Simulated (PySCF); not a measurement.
# InH3 (SMILES [InH3]): MP2/LANL2DZ (core potential)

Aim: the energy change on altering one bond length of InH3 at MP2/LANL2DZ (core potential), from 2 runs. 

The calculation is run with PySCF 2.14.0.

7 further runs of the same task are left out: 7 set aside as unsound or not needed.

## (1) Starting point

InH3 has 4 atoms, charge 0, and is taken as a singlet. SMILES: `[InH3]`. Geometry: relaxed at PBE0-D4/def2-TZVP.

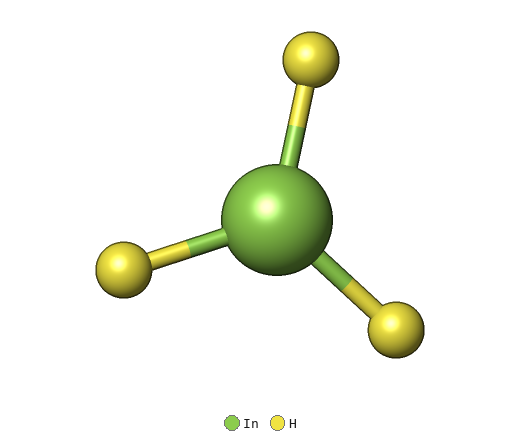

The structure, seen from a chosen angle (indium green, hydrogen yellow).

## (2) A single-point energy at MP2/LANL2DZ (core potential)

The input, input.py:

```python
from pyscf import gto, mp

mol = gto.M(
    atom='''
In       0.013900      -0.015100      -0.005100
H        0.415500       1.516000       0.678200
H       -1.095600      -0.107300      -1.321400
H        0.721800      -1.454000       0.628000
''',
    verbose=4,
    max_memory=1860,
    basis='lanl2dz',
    spin=0,
    ecp={'In': 'lanl2dz'},
)

mf = mol.RHF()
mf.conv_tol = 1e-10
mf.kernel()
if not mf.converged:
    mf = mf.newton().run(mf.mo_coeff, mf.mo_occ)

pt = mp.MP2(mf).run()
etot = pt.e_tot
print('Final energy', etot)
```

Started as:

```sh
OMP_NUM_THREADS=1 python input.py
```

Log:

```text
PySCF version 2.14.0

[INPUT] num. atoms = 4
[INPUT] num. electrons = 6
[INPUT] charge = 0
[INPUT] spin (= nelec alpha-beta = 2S) = 0
[INPUT] symmetry False subgroup None
[INPUT] Mole.unit = angstrom
[INPUT] Symbol           X                Y                Z      unit          X                Y                Z       unit  Magmom
[INPUT]  1 In     0.013900000000  -0.015100000000  -0.005100000000 AA    0.026267193131  -0.028534864481  -0.009637603235 Bohr   0.0
[INPUT]  2 H      0.415500000000   1.516000000000   0.678200000000 AA    0.785181204757   2.864824804841   1.281612257680 Bohr   0.0
[INPUT]  3 H     -1.095600000000  -0.107300000000  -1.321400000000 AA   -2.070383942073  -0.202767613166  -2.497084101000 Bohr   0.0
[INPUT]  4 H      0.721800000000  -1.454000000000   0.628000000000 AA    1.364004316711  -2.747661785118   1.186748006227 Bohr   0.0

nuclear repulsion = 3.29409524791576
number of shells = 10
number of NR pGTOs = 24
number of NR cGTOs = 14
basis = lanl2dz
ecp = {'In': 'lanl2dz'}

******** <class 'pyscf.scf.hf.RHF'> ********
method = RHF
initial guess = minao
damping factor = 0
level_shift factor = 0
DIIS = <class 'pyscf.scf.diis.CDIIS'>
diis_start_cycle = 1
diis_space = 8
diis_damp = 0
SCF conv_tol = 1e-10
SCF conv_tol_grad = None
SCF max_cycles = 50
direct_scf = True
direct_scf_tol = 1e-13
Set gradient conv threshold to 1e-05
Initial guess from minao.
init E= 5.71297978373536
  HOMO = -0.239410696878076  LUMO = 0.0589455272292285  gap/eV = 8.11869
cycle= 1 E= -3.45487012204558  delta_E= -9.17  |g|= 0.308  |ddm|=  2.2
  HOMO = -0.416155825291653  LUMO = 0.00387976377157073  gap/eV = 11.42975
cycle= 2 E= -3.47698268246464  delta_E= -0.0221  |g|= 0.0266  |ddm|= 0.328
  HOMO = -0.410117143013294  LUMO = 0.0176778604819382  gap/eV = 11.64089
cycle= 3 E= -3.47750817038886  delta_E= -0.000525  |g|= 0.00442  |ddm|= 0.059
  HOMO = -0.408747329432839  LUMO = 0.0193610845086334  gap/eV = 11.64942
cycle= 4 E= -3.47752586487339  delta_E= -1.77e-05  |g|= 0.000438  |ddm|= 0.0127
  HOMO = -0.408822129581209  LUMO = 0.019273211939082  gap/eV = 11.64907
cycle= 5 E= -3.47752605254083  delta_E= -1.88e-07  |g|= 2.93e-05  |ddm|= 0.00134
  HOMO = -0.408838513737902  LUMO = 0.0192644228414367  gap/eV = 11.64927
cycle= 6 E= -3.47752605334024  delta_E= -7.99e-10  |g|= 2.11e-06  |ddm|= 8.35e-05
  HOMO = -0.408839031778136  LUMO = 0.0192642911170294  gap/eV = 11.64928
cycle= 7 E= -3.47752605334492  delta_E= -4.68e-12  |g|= 1.57e-07  |ddm|= 7.98e-06
  HOMO = -0.408839007840401  LUMO = 0.019264294410049  gap/eV = 11.64928
Extra cycle  E= -3.47752605334493  delta_E= -1.42e-14  |g|= 4.02e-08  |ddm|= 4.11e-07
converged SCF energy = -3.47752605334493

******** <class 'pyscf.mp.mp2.RMP2'> ********
nocc = 3, nmo = 14
E(RMP2) = -3.51686499259754  E_corr = -0.0393389392526084
E(SCS-RMP2) = -3.52385166129607  E_corr = -0.04632560795114
E_corr(same-spin) = -0.00101667594460399
E_corr(oppo-spin) = -0.0383222633080044
Final energy -3.5168649925975397
```

Wall time 0.91 s (1 thread of Intel Xeon Platinum 8259CL at 2.50GHz (Skylake/Cascade Lake), shared host); peak memory 0.12 GiB.

## (3) The distorted shape at the same level

The input, calc.py:

```python
from pyscf import gto, mp

molecule = gto.M(
    atom=[
    ('In', (-0.552419, 1.136018, -0.511579)),
    ('H', (-0.150819, 2.667118, 0.171721)),
    ('H', (-1.661919, 1.043818, -1.827879)),
    ('H', (0.721800, -1.454000, 0.628000)),
],
    verbose=3,
    ecp={'In': 'lanl2dz'},
    basis='lanl2dz',
    spin=0,
    charge=0,
    max_memory=1860,
)

mf = molecule.RHF()
mf.conv_tol = 1e-10
mf.kernel()
if not mf.converged:
    mf = mf.newton().run(mf.mo_coeff, mf.mo_occ)

pt = mp.MP2(mf).run()
e_tot = pt.e_tot
print(f'total energy: {e_tot:.8f} hartree')
```

Started as:

```sh
OMP_NUM_THREADS=1 python calc.py
```

Log:

```text
converged SCF energy = -3.35375202002963
E(RMP2) = -3.410168786102  E_corr = -0.0564167660723706
E(SCS-RMP2) = -3.42045778117925  E_corr = -0.0667057611496134
total energy: -3.41016879 hartree
```

Run time: 0.89 s. Hardware: 1 thread of Intel Xeon Platinum 8259CL at 2.50GHz (Skylake/Cascade Lake), shared host; peak memory 0.12 GiB.

## (4) What came out

At MP2/LANL2DZ (core potential):

```
                                                          quantity        value
                                         first shape: total energy  -3.51686 Eh
                 first shape: dipole moment (Hartree–Fock density)       0.00 D
                  first shape: HOMO energy (Hartree–Fock orbitals)    -11.13 eV
                  first shape: LUMO energy (Hartree–Fock orbitals)      0.52 eV
                first shape: HOMO–LUMO gap (Hartree–Fock orbitals)     11.65 eV
                                   first shape: correlation energy    -39.3 mEh
                                     distorted shape: total energy  -3.41017 Eh
             distorted shape: dipole moment (Hartree–Fock density)       2.40 D
              distorted shape: HOMO energy (Hartree–Fock orbitals)     -7.99 eV
              distorted shape: LUMO energy (Hartree–Fock orbitals)      0.04 eV
            distorted shape: HOMO–LUMO gap (Hartree–Fock orbitals)      8.03 eV
                               distorted shape: correlation energy    -56.4 mEh
energy change with the In1–H4 bond stretched from 1.724 to 3.103 Å     2.903 eV
```

One bond (distorted shape) is far stretched, which a spin-restricted single reference describes badly; perturbation theory on it can break down and give far too much correlation. With the In1–H4 bond stretched from 1.724 to 3.103 Å the energy rises by 2.90 eV (67 kcal/mol). The first shape isn't relaxed at this level, so the change isn't measured from a minimum. A restricted reference can't describe the breaking bond well at this length. Mulliken charges (distorted shape) of the mean-field density run from -0.18 on H4 to +0.51 on In1.
